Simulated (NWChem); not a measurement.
**C3H8O (methoxyethane): levels of theory compared**

We compute a comparison of 6 runs (HF/STO-3G, B2PLYP/6-31G*, B3LYP/6-31G*, CAM-B3LYP/6-31G*, MP3/6-31G*) of C3H8O (methoxyethane). 

The calculation is run with NWChem 7.3.0.

## (1) The system as given

The species is C3H8O (12 atoms), meant as a singlet with charge 0. SMILES: `CCOC`. The shape is that of a PBE0-D4/def2-TZVP optimisation. This is one conformer, not always the lowest.

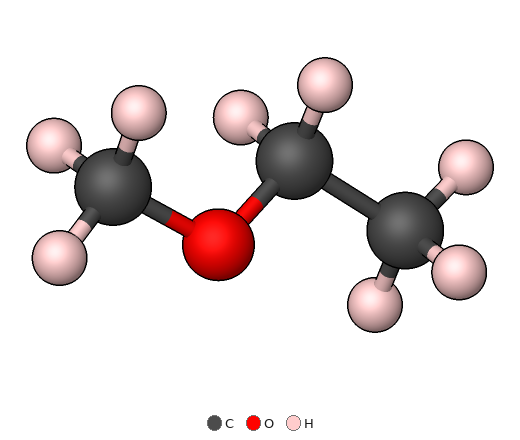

Viewed from a chosen angle; carbon dark grey, oxygen red, hydrogen pink.

## (2) Energy and forces at HF/STO-3G (run 1)

input.nw

```
start input
title "C3H8O"
memory total 2200 mb
geometry units angstrom noautosym nocenter noautoz
C     -1.552400     0.504300     0.733800
C     -0.424200    -0.307900     0.152000
O      0.626400     0.556900    -0.197600
C      1.717300    -0.124000    -0.747300
H     -1.913800     1.234400     0.007100
H     -1.218500     1.042600     1.623000
H     -2.383900    -0.145800     1.014400
H     -0.764400    -0.862800    -0.737000
H     -0.068400    -1.054400     0.880100
H      2.482200     0.614500    -0.988900
H      2.138100    -0.852700    -0.039400
H      1.438600    -0.660100    -1.666100
end
basis "ao basis" spherical bse
* library STO-3G
end
scf
thresh 1e-08
maxiter 80
print medium
end
task scf gradient
```

The run is started by

```
$ nwchem input.nw > input.out
```

What it wrote:

```text
[...]
  functions       =    28
[...]
  wavefunction    = RHF
[...]
         Total SCF energy =   -190.714177235515
      One-electron energy =   -526.006824642451
      Two-electron energy =    201.072902695986
 Nuclear repulsion energy =    134.219744710949
        Time for solution =      1.0s
[...]
                         RHF ENERGY GRADIENTS
    atom               coordinates                        gradient
                 x          y          z           x          y          z
   1 C      -2.933611   0.952989   1.386681    0.024837  -0.016721  -0.012745
   2 C      -0.801622  -0.581847   0.287238   -0.008307   0.037899   0.008051
   3 O       1.183724   1.052388  -0.373410    0.002598  -0.043497  -0.006259
   4 C       3.245226  -0.234326  -1.412192   -0.014756   0.021743   0.008970
   5 H      -3.616558   2.332678   0.013417   -0.001774   0.003534  -0.003611
   6 H      -2.302631   1.970228   3.067025    0.001698   0.002617   0.004444
   7 H      -4.504918  -0.275522   1.916938   -0.004254  -0.003389   0.001426
   8 H      -1.444507  -1.630456  -1.392728    0.002143   0.000049  -0.003885
   9 H      -0.129257  -1.992527   1.663148    0.004294  -0.000535   0.001067
  10 H       4.690678   1.161237  -1.868750   -0.001534  -0.000111   0.000631
  11 H       4.040423  -1.611369  -0.074455   -0.001291  -0.001120   0.003718
[...]
```

Wall time 1.6 s (1 thread of AMD EPYC 9R45 (Zen 5), shared host); peak memory 0.1 GiB.

## (3) The energy at B2PLYP/6-31G(d) (spherical functions) (run 2)

c3h8o.nw

```
start c3h8o
memory stack 880 mb heap 220 mb global 1100 mb
charge 0

geometry units angstroms noautosym nocenter noautoz
  C     -1.552400     0.504300     0.733800
  C     -0.424200    -0.307900     0.152000
  O      0.626400     0.556900    -0.197600
  C      1.717300    -0.124000    -0.747300
  H     -1.913800     1.234400     0.007100
  H     -1.218500     1.042600     1.623000
  H     -2.383900    -0.145800     1.014400
  H     -0.764400    -0.862800    -0.737000
  H     -0.068400    -1.054400     0.880100
  H      2.482200     0.614500    -0.988900
  H      2.138100    -0.852700    -0.039400
  H      1.438600    -0.660100    -1.666100
end

basis spherical bse
  * library 6-31G*
end

dft
  xc hfexch 0.53 becke88 0.47 lyp 0.73 mp2 0.27
  dftmp2 semidirect
  grid xfine
  convergence energy 1e-08
  maxiter 100
  mulliken
  noprint "final vectors analysis"
end

mp2
  freeze core 4
end

task dft energy
```

The run is started by

```
$ nwchem c3h8o.nw > c3h8o.out
```

What it wrote:

```text
[...]
          Wavefunction type:  closed shell.
          No. of atoms     :    12
          No. of electrons :    34
[...]
          Charge           :     0
          Spin multiplicity:     1
[...]
          AO basis - number of functions:    72
[...]
              XC Information
              --------------
                     Hartree-Fock (Exact) Exchange  0.530
                    Becke 1988 Exchange Functional  0.470
              Lee-Yang-Parr Correlation Functional  0.730
[...]
 d= 0,ls=0.0,diis     1   -193.8680128101 -3.28D+02  7.93D-03  3.80D-01     2.3
[...]
 d= 0,ls=0.0,diis     8   -193.9184791217 -2.40D-09  7.47D-07  8.49D-09    15.5
         Total DFT energy =     -193.918479121725
      One electron energy =     -528.162523344870
           Coulomb energy =      227.520076110089
    Exchange-Corr. energy =      -27.495776597894
 Nuclear repulsion energy =      134.219744710949
[...]
      Total Density - Mulliken Population Analysis
     ---------------------------------------------
    Atom       Charge   Shell Charges
 -----------   ------   -------------------------------------------------------
    1 C    6     6.48   2.00  0.66  2.11  0.64  1.02  0.04
    2 C    6     5.98   2.00  0.67  2.02  0.51  0.71  0.07
    3 O    8     8.53   2.00  0.89  2.92  0.97  1.73  0.03
    4 C    6     6.17   2.00  0.67  2.04  0.57  0.83  0.07
    5 H    1     0.83   0.52  0.31
    6 H    1     0.83   0.52  0.31
    7 H    1     0.85   0.53  0.32
    8 H    1     0.87   0.54  0.34
    9 H    1     0.87   0.54  0.34
   10 H    1     0.84   0.53  0.30
[...]
  Basis functions       =     72
[...]
```

Wall time 17 s (1 thread of AMD EPYC 9R45 (Zen 5), shared host); peak memory 0.2 GiB.

Run 3 isn't shown in full; the table further down has it.

## (4) Energy and gradient at CAM-B3LYP/6-31G(d) (spherical functions) (run 4)

mol.nw

```
start mol
memory 2200 mb

geometry units angstrom noautosym nocenter noautoz
C       -1.552400       0.504300       0.733800
C       -0.424200      -0.307900       0.152000
O        0.626400       0.556900      -0.197600
C        1.717300      -0.124000      -0.747300
H       -1.913800       1.234400       0.007100
H       -1.218500       1.042600       1.623000
H       -2.383900      -0.145800       1.014400
H       -0.764400      -0.862800      -0.737000
H       -0.068400      -1.054400       0.880100
H        2.482200       0.614500      -0.988900
H        2.138100      -0.852700      -0.039400
H        1.438600      -0.660100      -1.666100
end

basis spherical bse
C library 6-31G*
O library 6-31G*
H library 6-31G*
end

dft
xc xcamb88 1.00 lyp 0.81 vwn_5 0.19 hfexch 1.00
cam 0.33 cam_alpha 0.19 cam_beta 0.46
grid xfine
convergence energy 1e-08
direct
iterations 100
mulliken
print medium
end

task dft gradient
```

The run is started by

```
$ nwchem mol.nw > mol.out
```

What it wrote:

```text
[...]
          Wavefunction type:  closed shell.
          No. of atoms     :    12
          No. of electrons :    34
[...]
          Charge           :     0
          Spin multiplicity:     1
[...]
          AO basis - number of functions:    72
[...]
              XC Information
              --------------
                     Hartree-Fock (Exact) Exchange  1.000
                   CAM-Becke88 Exchange Functional  1.000
                      VWN V Correlation Functional  0.190 local
              Lee-Yang-Parr Correlation Functional  0.810
[...]
 d= 0,ls=0.0,diis     1   -194.1815562552 -3.28D+02  9.69D-03  4.71D-01     3.3
[...]
 d= 0,ls=0.0,diis     8   -194.2364005892 -4.05D-09  1.54D-06  4.57D-08    24.1
         Total DFT energy =     -194.236400589203
      One electron energy =     -528.295117939204
           Coulomb energy =      227.640218498249
    Exchange-Corr. energy =      -27.801245859197
 Nuclear repulsion energy =      134.219744710949
[...]
      Total Density - Mulliken Population Analysis
     ---------------------------------------------
    Atom       Charge   Shell Charges
 -----------   ------   -------------------------------------------------------
    1 C    6     6.46   2.00  0.66  2.15  0.61  1.00  0.03
    2 C    6     6.00   2.00  0.67  2.06  0.50  0.71  0.07
    3 O    8     8.46   2.00  0.89  2.93  0.95  1.66  0.03
    4 C    6     6.19   2.00  0.67  2.08  0.55  0.82  0.06
    5 H    1     0.84   0.52  0.32
    6 H    1     0.84   0.52  0.32
    7 H    1     0.86   0.52  0.34
    8 H    1     0.89   0.53  0.35
    9 H    1     0.89   0.53  0.35
   10 H    1     0.84   0.53  0.32
[...]
  wavefunction    = closed shell
[...]
```

Run time: 33 s. Hardware: 1 thread of AMD EPYC 9R45 (Zen 5), shared host; peak memory 0.15 GiB.

Run 5 isn't shown in full; the table further down has it.

## (5) A single-point energy at MP3/6-31G(d) (spherical functions) (run 6)

mymol.nw

```
start mymol
memory stack 880 mb heap 220 mb global 1100 mb
charge 0

geometry units angstroms noautosym nocenter noautoz
C    -1.552400    0.504300    0.733800
C    -0.424200   -0.307900    0.152000
O     0.626400    0.556900   -0.197600
C     1.717300   -0.124000   -0.747300
H    -1.913800    1.234400    0.007100
H    -1.218500    1.042600    1.623000
H    -2.383900   -0.145800    1.014400
H    -0.764400   -0.862800   -0.737000
H    -0.068400   -1.054400    0.880100
H     2.482200    0.614500   -0.988900
H     2.138100   -0.852700   -0.039400
H     1.438600   -0.660100   -1.666100
end

basis spherical bse
C library 6-31G*
O library 6-31G*
H library 6-31G*
end

scf
thresh 1e-08
maxiter 80
noprint "final vectors analysis"
end

tce
scf
mbpt3
freeze core 4
maxiter 60
end

task tce energy
```

The run is started by

```
$ nwchem mymol.nw > mymol.out
```

What it wrote:

```text
[...]
  functions       =    72
[...]
  wavefunction    = RHF
[...]
         Total SCF energy =   -193.102872723414
      One-electron energy =   -527.849261046063
      Two-electron energy =    200.526643611699
 Nuclear repulsion energy =    134.219744710949
        Time for solution =      5.0s
[...]
         Wavefunction type : Restricted Hartree-Fock
          No. of electrons :    34
[...]
         Spin multiplicity : singlet
[...]
```

It took 12 s on 1 thread of AMD EPYC 9R45 (Zen 5), shared host; peak memory 0.77 GiB.

## (6) All runs side by side

| run | level | task | iteration cap | energy (Eh) | dipole moment (D) | HOMO energy (eV) | LUMO energy (eV) | wall time |
| --- | --- | --- | --- | --- | --- | --- | --- | --- |
| 1 | HF/STO-3G | gradient | 80 | -190.714177 | 1.18 | -8.95 | 15.12 | 1.6 s |
| 2 | B2PLYP/6-31G* (spherical functions) | energy | 100 | -194.103806 | 1.25 | – | – | 17 s |
| 3 | B3LYP/6-31G* (spherical functions) | gradient | 100 | -194.340629 | 1.11 | -6.79 | 2.57 | 20 s |
| 4 | CAM-B3LYP/6-31G* (spherical functions) | gradient | 100 | -194.236401 | 1.17 | -8.49 | 3.94 | 33 s |
| 5 | B3LYP/6-31G* (Cartesian functions) | gradient | 100 | -194.343949 | 1.12 | -6.80 | 2.56 | 21 s |
| 6 | MP3/6-31G* (spherical functions) | energy | 80 | -193.702540 | – | – | – | 12 s |

## (7) Outcome

| quantity | value |
| --- | --- |
| run 6: total energy | -193.70254 Eh |
| run 6: correlation energy (4 core orbitals frozen) | -599.7 mEh |

Over runs 1, 2, 3, 4, 5 the dipole moment (its size) runs from 1.11 D (B3LYP/6-31G*) to 1.25 D (B2PLYP/6-31G*). A double hybrid's value is that of its SCF part. Over runs 1, 3, 4, 5 the HOMO–LUMO gap runs from 9.36 eV (B3LYP/6-31G*) to 24.08 eV (HF/STO-3G). The two ends differ in method and basis. Totals of different functionals can't be ranked against each other. In run 1 the basis is minimal, so the values are rough. All runs together took 1.7 min, the longest 33 s.
